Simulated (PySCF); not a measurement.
```yaml
atoms:
  - { symbol: Si, position_ang: [1.2392, -0.7507, -1.6997] }
  - { symbol: H, position_ang: [2.0360, -1.7902, -2.4260] }
  - { symbol: H, position_ang: [1.2255, 0.5011, -2.5225] }
  - { symbol: Si, position_ang: [-0.9720, -1.4712, -1.3742] }
  - { symbol: H, position_ang: [-0.9687, -2.6434, -0.4415] }
  - { symbol: H, position_ang: [-1.5947, -1.8937, -2.6688] }
  - { symbol: Si, position_ang: [-2.1911, 0.2747, -0.3869] }
  - { symbol: H, position_ang: [-2.0920, 1.4918, -1.2544] }
  - { symbol: H, position_ang: [-3.6352, -0.0959, -0.2467] }
  - { symbol: Si, position_ang: [-1.2449, 0.7544, 1.7075] }
  - { symbol: H, position_ang: [-2.0420, 1.7951, 2.4312] }
  - { symbol: H, position_ang: [-1.2327, -0.4963, 2.5320] }
  - { symbol: Si, position_ang: [0.9670, 1.4729, 1.3831] }
  - { symbol: H, position_ang: [0.9629, 2.6458, 0.4509] }
  - { symbol: H, position_ang: [1.5908, 1.8948, 2.6773] }
  - { symbol: Si, position_ang: [2.1845, -0.2740, 0.3956] }
  - { symbol: H, position_ang: [3.6298, 0.0924, 0.2573] }
  - { symbol: H, position_ang: [2.0814, -1.4906, 1.2634] }
```

Geometry: PBE0-D3(BJ)/def2-SVP.

Computed with PBE0/pcSseg-1, SCF density, gas phase, non-relativistic in PySCF.

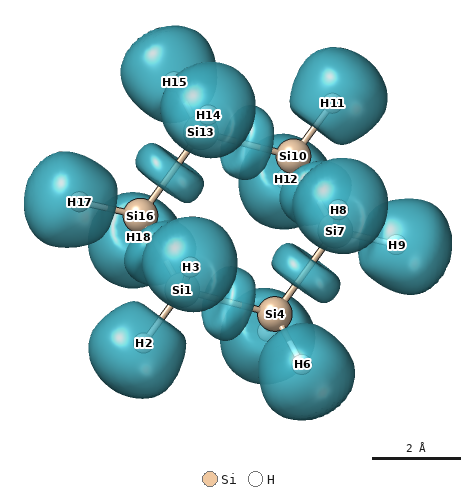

H$_{12}$Si$_{6}$. Isosurface of the electron localisation function at 0.75 (cyan), seen at a tilt. Only the valence region is drawn (cores and ρ < 0.01 e/Å³ removed).

Describe the localisation domains.

The surface consists of six regions between bonded Si–Si atoms (shared pairs) and twelve regions around hydrogen nuclei. Along the contacts the grid gives the following. Si–Si (2.35 Å): the ELF peaks at about 1 between the atoms; a shared electron pair. Si–H (1.50 Å): the ELF climbs to about 1 towards the hydrogen, as it does in any bond to H.
